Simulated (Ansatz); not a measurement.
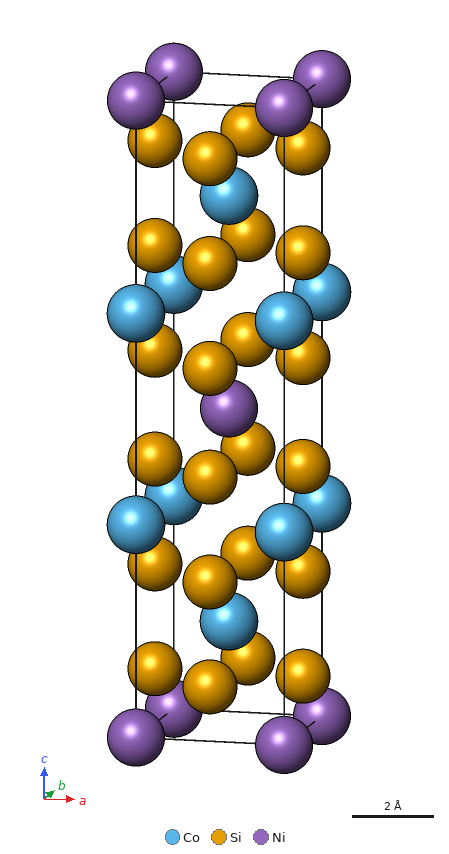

The crystal in a spheres-only representation, seen slightly off an axis. The wireframe shows the conventional unit cell.

Co$_{2}$Si$_{6}$Ni, space group I4/mmm (No. 139), a = 3.799 Å, b = 3.799 Å, c = 16.139 Å, α = 90.00°, β = 90.00°, γ = 90.00°. The structure was taken from a structure type filled with these elements by a generator (whether the compound takes this form wasn't checked). Earlier steps of the study may have refined or changed the cell and positions. It was the input of a calculation with Ansatz.

This one geometry was computed with Ansatz (DFT, plane waves, PAW) at three levels of theory: LDA, r2SCAN and PBE.

Question: Which level gives the highest pressure at this volume, and what does that say about its equilibrium volume?

Answer: Highest: PBE (0.0 GPa), which points to the largest equilibrium volume. Lowest, with the smallest volume: LDA (-8.6 GPa). Levels within 0.5 GPa of each other can't be told apart.

Question: How does the band gap change with the level of theory?

Answer: All levels give a metal.

Question: Collect the results in a table.

Answer:
| level | cutoff (eV) | k-mesh of the run's cell | gap (eV) | pressure (GPa) |
| --- | --- | --- | --- | --- |
| LDA | 420 | 14×14×14 | metal | -8.6 |
| r2SCAN | 500 | 14×14×14 | metal | -4.8 |
| PBE | 420 | 14×14×14 | metal | 0.0 |

Gaps are taken on the k-mesh or band path of each run.
